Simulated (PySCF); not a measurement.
## C2H7ClOSi2: NMR shielding calculation

C2H7ClOSi2, computed with GIAO PBE0/pcSseg-1 NMR shielding, non-relativistic, gas phase (PySCF 2.14.0).

The geometry comes from this level: GFN2-xTB, MD frame at 800 fs, 600 K. It belongs to a series of runs on one base structure; here: MD frame at 800 fs, 600 K. Figures and captions count atoms from 1; the log counts them from 0 in places.

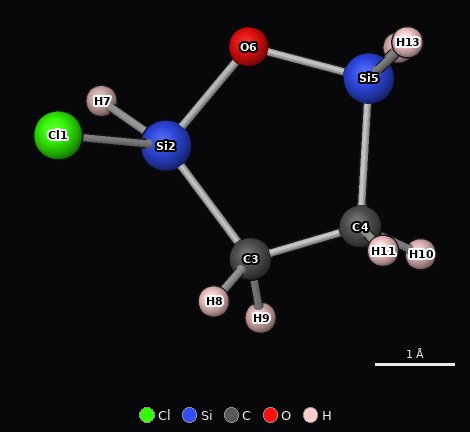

Fig. 1: The structure (ball-and-stick view, seen at a tilt; atoms are numbered from 1 in the order of the input). Bond lengths as drawn: Cl–Si 2.03 Å, C–C 1.49 Å, C–H 1.04 to 1.10 Å, C–Si 1.83 to 1.90 Å, H–Si 1.43 to 1.52 Å and O–Si 1.59 to 1.67 Å.

**Key numbers**

```json
{"quantity": "outcome", "value": "converged"}
{"quantity": "total energy", "value": "−1194.302364 hartree"}
{"quantity": "HOMO", "value": "−8.15 eV"}
{"quantity": "LUMO", "value": "−0.06 eV"}
{"quantity": "dipole moment", "value": "3.55 D"}
{"quantity": "isotropic shielding, Cl", "value": "849.3 ppm"}
{"quantity": "isotropic shielding, Si", "value": "323.6 to 351.3 ppm"}
{"quantity": "isotropic shielding, C", "value": "181.7 to 182.4 ppm"}
{"quantity": "isotropic shielding, O", "value": "240.1 ppm"}
{"quantity": "isotropic shielding, H", "value": "24.8 to 31.8 ppm"}
{"quantity": "hardware", "value": "1 CPU thread, shared host"}
{"quantity": "wall time", "value": "47 s"}
{"quantity": "peak memory", "value": "0.76 GiB"}
```

**The input**
```
{"job": {"kind": "nmr", "xc": "PBE0", "basis": "pcSseg-1", "pop": false}, "charge": 0, "multiplicity": 1}
Cl     1.327800     1.603800    -1.482100
Si    -0.356800     1.649100    -0.355400
C     -0.092700     0.648400     1.157300
C     -0.979800    -0.549600     1.184700
Si    -2.089100    -0.506500    -0.362000
O     -1.443300     0.690400    -1.194900
H     -0.850800     3.044400    -0.718200
H      0.974100     0.403800     1.165600
H     -0.233000     1.046700     2.109800
H     -1.663800    -0.658200     1.986600
H     -0.371600    -1.468700     1.182400
H     -3.333400     0.149100    -0.090500
H     -1.791600    -1.794400    -1.078700
```

The first line tells a small driver script what to run in PySCF; the rest is the geometry in Å.

Run as:
```bash
OMP_NUM_THREADS=1 python <driver script> task.json out
```

**Log**
```
coarse grid: 12472 points
cycle   1  E = -1194.1165108806  dE =  9.291e-01  |g| = 8.553e-01  |ddm| = 3.426e+00
cycle   2  E = -1193.8840651150  dE =  2.324e-01  |g| = 1.388e+00  |ddm| = 1.998e+00
cycle   3  E = -1194.2541721914  dE = -3.701e-01  |g| = 1.512e-01  |ddm| = 1.428e+00
cycle   4  E = -1194.2586020458  dE = -4.430e-03  |g| = 5.390e-02  |ddm| = 1.907e-01
cycle   5  E = -1194.2592655442  dE = -6.635e-04  |g| = 1.168e-02  |ddm| = 5.544e-02
cycle   6  E = -1194.2592973219  dE = -3.178e-05  |g| = 3.060e-03  |ddm| = 1.670e-02
cycle   7  E = -1194.2592993688  dE = -2.047e-06  |g| = 6.241e-04  |ddm| = 3.942e-03
final grid: 106832 points
cycle   8  E = -1194.3023492674  dE = -2.053e-05  |g| = 8.866e-03  |ddm| = 1.981e-02
cycle   9  E = -1194.3023282489  dE =  2.102e-05  |g| = 1.346e-02  |ddm| = 1.704e-02
cycle  10  E = -1194.3023641660  dE = -3.592e-05  |g| = 1.117e-03  |ddm| = 1.086e-02
cycle  11  E = -1194.3023643601  dE = -1.941e-07  |g| = 3.112e-04  |ddm| = 1.116e-03
cycle  12  E = -1194.3023643826  dE = -2.243e-08  |g| = 5.247e-05  |ddm| = 3.299e-04
cycle  13  E = -1194.3023643831  dE = -5.648e-10  |g| = 1.709e-05  |ddm| = 7.464e-05
```

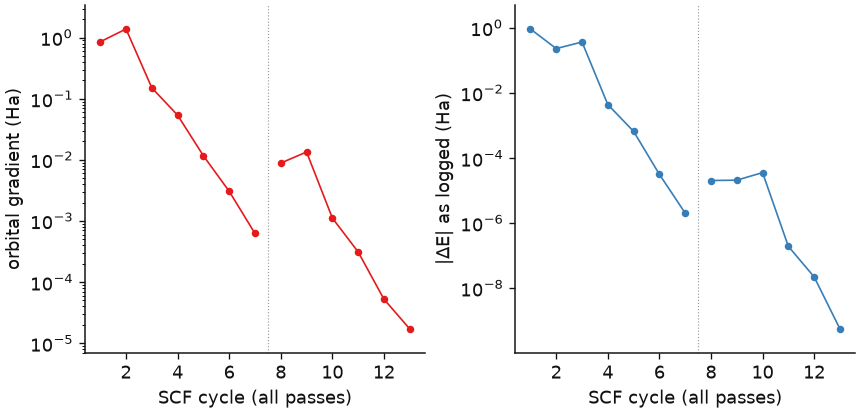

Fig. 2: Convergence of the self-consistent field: orbital gradient and size of the energy change against the SCF cycle. The dotted line marks the change from a coarse to the final integration grid. The first 7 cycles use a coarse grid, the final grid takes over at cycle 8, and the field converges after 13 cycles in all.

```
converged SCF energy = -1194.3023643831

GIAO shielding tensors (ppm)
atom      isotropic    diamagn.    paramagn.     s11        s22        s33       span
  0 Cl     849.327    1149.699    -300.372    727.729    854.476    965.776    238.047
  1 Si     323.631     878.123    -554.492    263.281    316.692    390.920    127.639
  2 C      182.438     253.437     -70.999    163.342    183.735    200.237     36.895
  3 C      181.690     254.713     -73.022    164.107    180.462    200.502     36.395
  4 Si     351.337     880.982    -529.645    275.200    359.509    419.304    144.104
  5 O      240.107     399.968    -159.861    135.284    276.207    308.830    173.546
  6 H       24.769      25.613      -0.844     20.440     22.895     30.972     10.532
  7 H       30.603      32.325      -1.723     24.571     29.403     37.834     13.263
  8 H       30.726      30.884      -0.158     23.610     30.070     38.499     14.888
  9 H       31.754      31.745       0.009     26.751     28.848     39.663     12.912
 10 H       30.085      32.358      -2.272     24.472     27.759     38.026     13.554
 11 H       26.360      28.966      -2.605     21.744     23.941     33.396     11.652
 12 H       25.487      28.512      -3.025     22.068     23.212     31.179      9.111
```

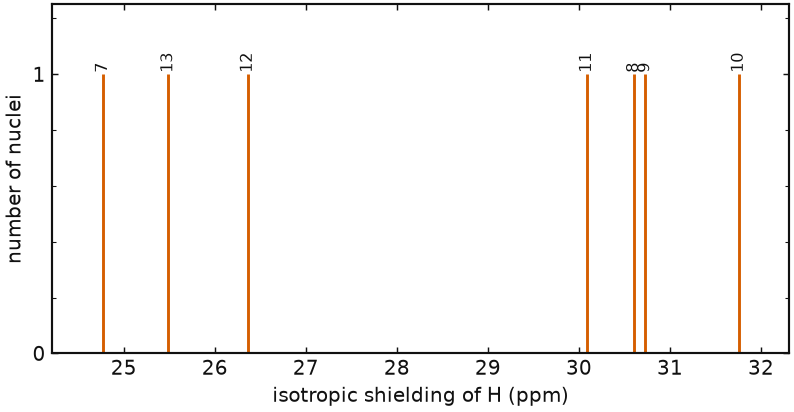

Fig. 3: Isotropic shieldings of the hydrogen nuclei in this fixed geometry, labelled by atom number; shielding grows to the right, so chemical shift grows to the left. The least shielded is H7 (24.8 ppm), the most shielded H10 (31.8 ppm).
